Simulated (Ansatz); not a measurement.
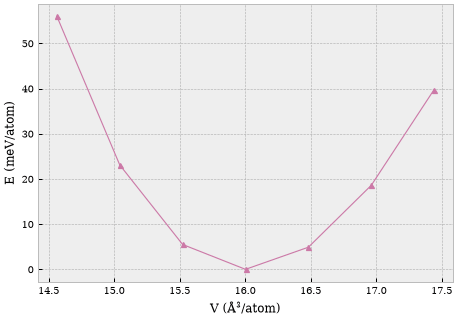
*GePd (CsCl type, Pm-3m) under volume change, PBE in the plane-wave PAW code Ansatz, scaled uniformly.*

Q: What does a third-order Birch–Murnaghan fit give for V₀, B₀ and B′?

A: V₀ = 16.00 Å³/atom, B₀ = 117 GPa, B′ = 5.0.

A made-up cell: these elements were put on the sites of a structure type; neither database checked (COD, Materials Project) lists it. COD files the formula under space group No. 62, so this cell is another polymorph or a model. Whether it is the stable phase at ambient conditions was not checked. The cell was relaxed with PBE under the symmetry of its start; whether a distortion lowers the energy is not shown. No spin polarisation was allowed.

Potentials: the later of the program's two PAW sets.
